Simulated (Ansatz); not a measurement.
Bands of a (7,7) arsenic nanotube, along its axis.

Calculation: PBE (plane waves to 420 eV, PAW; Ansatz, a quantum-chemistry and plane-wave program). Mesh 1×1×10. No spin polarisation. Periodic along z alone, with about 11 Å of vacuum beside it. A hypothetical model, rolled from the flat sheet. It keeps the symmetry and period of its start, so it need not be a minimum against all distortions. Values not marked SOC lack spin–orbit coupling.

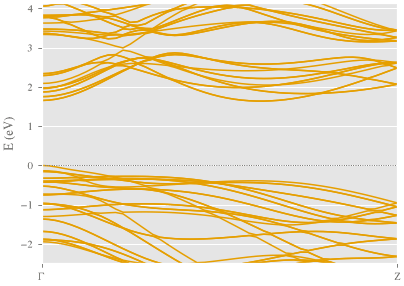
Figure. Bands from the zone centre to the zone edge (period 3.62 Å); the dotted line marks the highest filled level

Question: Is it a metal or a semiconductor at this level? Give what the bands show.

Answer: A semiconductor in PBE.
| Item | Value |
|---|---|
| PBE gap | 1.64 eV, indirect, from Γ to k = 0.312 × 2π/c |
